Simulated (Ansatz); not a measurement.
The starting structures come from a database of crystals and need not be the phases stable at ambient conditions.

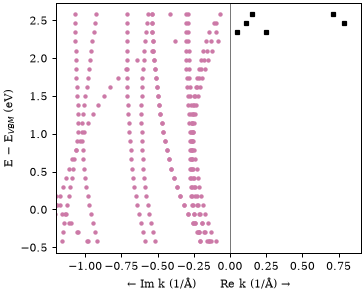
Complex bands at the centre of the two-dimensional zone; PBEsol (Ansatz, a first-principles code)

The gap is the functional's own. No spin-orbit coupling. Mid-gap values are interpolated on the energy grid.

**Question.** This is NaTaO₃ (P4/mbm, not sure to be the ambient phase, 10 atoms a cell, 11.9 Å³ an atom) along the normal of (110). Read off the slowest decay at the centre of the two-dimensional zone at 1.14 eV, the computed energy nearest the middle of the gap.

**Answer.** κ ≈ 0.25 1/Å, a decay length 1/(2κ) of the density of 2.0 Å.
